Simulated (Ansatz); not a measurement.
**AlF3 (SMILES F[Al](F)F) at HSE06/6-311+G(d,p)**

Aim: the electronic atomisation energy of AlF3 at HSE06/6-311+G**, from 3 runs. 

The results are computed with Ansatz 0.2.0.

39 further runs of the same task are left out: 39 set aside as unsound or not needed.

**1. The system as given**

The species is AlF3 (4 atoms), meant as a singlet with charge 0. As SMILES, `F[Al](F)F`. The shape is that of a PBE0-D4/def2-TZVP optimisation.

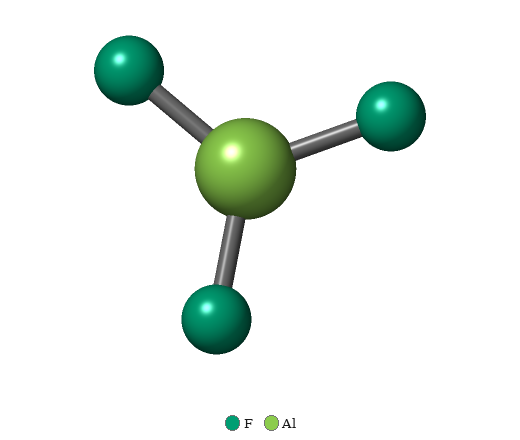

Viewed from a chosen angle; fluorine teal, aluminium green.

**2. A single-point energy at HSE06/6-311+G(d,p)**

in.yaml

```yaml
crystal:
  periodic: [false, false, false]
  atoms:
    - {symbol: F, position_ang: [0.859410, -0.722590, 1.180170]}
    - {symbol: Al, position_ang: [-0.000000, -0.000010, -0.000000]}
    - {symbol: F, position_ang: [-1.440740, -0.612530, -0.450110]}
    - {symbol: F, position_ang: [0.581330, 1.335130, -0.730040]}
basis:
  gaussian:
    orbitals: 6-311+G_st__st_-spherical.json
hamiltonian:
  xc: {name: HSE06}
output: {orbitals: {seedname: orbitals}}
accuracy: high
```

The basis set 6-311+G** is read from a file made from the Basis Set Exchange's data (not shown).

On the command line:

```console
$ ansatz run in.yaml --threads 1 --pin off --max-ram 3480MiB --events-out events.jsonl --progress --plain --runs-dir runs
```

Output:

```text
Warning: RAYON_NUM_THREADS=1 ignored (pool sized by the plan → 1); use --threads N
Functional definition: HSE06
  name "HSE06"
  parameter a = 0.25
  parameter omega = 0.11/bohr
  exchange = pbe_x - a*pbe_x_sr(omega) + a*exact_x_sr(omega)
  correlation = pbe_c
1643 factors; integrals over basis functions are off by at most 4.1e-9 eV
106 factors; integrals over basis functions are off by at most 1.7e-9 eV
mean field evaluation 1: about -14738.6146 eV, gradient 6.5e1 eV
mean field evaluation 2: about -14726.4670 eV, gradient 1.1e2 eV
mean field evaluation 4: about -14744.5473 eV, gradient 6.0e-1 eV
mean field evaluation 8: about -14744.6398 eV, gradient 4.0e-2 eV
mean field evaluation 16: about -14744.6398 eV, gradient 8.8e-7 eV
mean field -14744.63983552 eV, -541.8555196794 hartree, gradient 2.8e-8 eV, S^2 0.000000; 0 other end points of the search recorded, 0 dependent functions left out
reference -14744.63984693 eV, -541.8555200988 hartree; 20, 20 occupied and 76, 76 virtual orbitals, 1643 factors
Total energy: -14744.63984693 eV, -541.8555200988 hartree
```

It took 4.5 s on 1 thread of Arm Neoverse V2, shared host; peak memory 0.27 GiB.

**3. The Al atom at the same level**

input.yaml

```yaml
crystal:
  periodic: [false, false, false]
  atoms:
    - {symbol: Al, position_ang: [0.000000, 0.000000, 0.000000]}
basis:
  gaussian:
    orbitals: 6-311+G_st__st_-spherical.json
magnetization:
  spin_polarized: true
  initial_magnetization: 1
hamiltonian:
  xc: hse06
accuracy: high
```

The basis set 6-311+G** is read from a file made from the Basis Set Exchange's data (not shown).

Run the same way, it converges to -242.24189 Eh (log not shown).

**4. The F atom, same level**

input.yaml

```yaml
crystal:
  periodic: [false, false, false]
  atoms:
    - symbol: F
      position_ang: [0.000000, 0.000000, 0.000000]
basis:
  gaussian:
    orbitals: 6-311+G_st__st_.json
total_charge: 0
magnetization:
  spin_polarized: true
  initial_magnetization: 1
hamiltonian:
  xc: hse06
accuracy: high
```

The basis set 6-311+G** is read from a file made from the Basis Set Exchange's data (not shown).

On the command line:

```console
$ ansatz run input.yaml --threads 1 --pin off --max-ram 3480MiB --events-out events.jsonl --progress --plain --runs-dir runs
```

Output (excerpt; [...] marks lines left out):

```text
Warning: RAYON_NUM_THREADS=1 ignored (pool sized by the plan → 1); use --threads N
[... 6 set-up lines as earlier in the session ...]
175 factors; integrals over basis functions are off by at most 3.7e-9 eV
29 factors; integrals over basis functions are off by at most 4.6e-10 eV
mean field evaluation 1: about -2711.8711 eV, gradient 5.3e0 eV
mean field evaluation 2: about -2711.9260 eV, gradient 2.5e0 eV
mean field evaluation 4: about -2711.9421 eV, gradient 3.1e-2 eV
mean field evaluation 8: about -2711.9418 eV, gradient 4.6e-4 eV
mean field -2711.94180736 eV, -99.6620232002 hartree, gradient 8.0e-8 eV, S^2 0.751350; 0 other end points of the search recorded, 0 dependent functions left out
reference -2711.94180950 eV, -99.6620232788 hartree; 5, 4 occupied and 17, 18 virtual orbitals, 175 factors
Total energy: -2711.94180950 eV, -99.6620232788 hartree
```

It took 0.44 s on 1 thread of Arm Neoverse V2, shared host.

**5. What came out**

At HSE06/6-311+G**:

```
                     quantity          value
       molecule: total energy  -541.85552 Eh
        molecule: HOMO energy      -11.47 eV
        molecule: LUMO energy       -2.15 eV
      molecule: HOMO–LUMO gap        9.31 eV
        Al atom: total energy  -242.24189 Eh
                Al atom: ⟨S²⟩          0.753
         F atom: total energy   -99.66202 Eh
                 F atom: ⟨S²⟩          0.751
electronic atomisation energy      17.077 eV
```

**Reading.** Taking the molecule apart into free atoms costs 17.08 eV (1648 kJ/mol), before zero-point energy and without spin-orbit coupling.
